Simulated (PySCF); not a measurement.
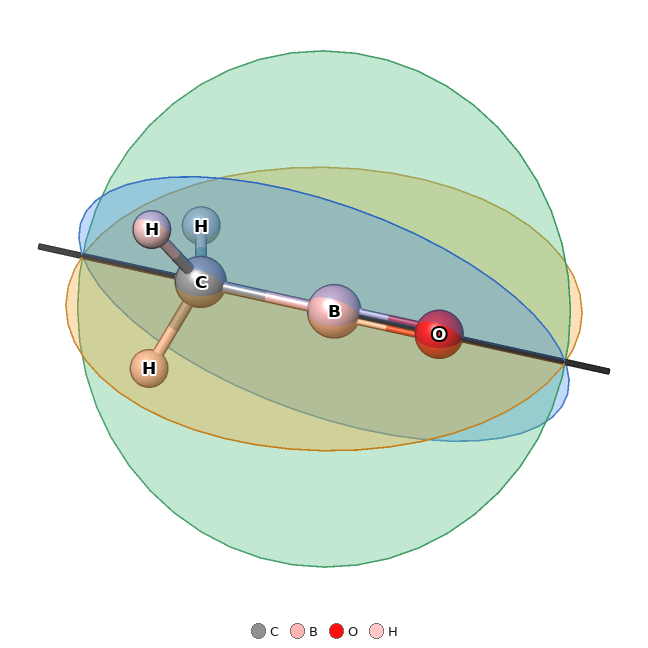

All proper rotation axes (lines) and mirror planes (discs) of the structure are drawn in. Depth is shown by fading: the farther an atom, the more it takes the colour of the background. The geometry was computed by an optimisation with PBE0-D3(BJ)/def2-SVP. No frequency run is at hand to confirm it as a minimum.

**What is the order of each axis, and which point group results?**

It has 1 C3 axis and 3 mirror planes. Point group C3v. The group has 6 operations. The geometry is achiral, and symmetry allows a dipole moment.
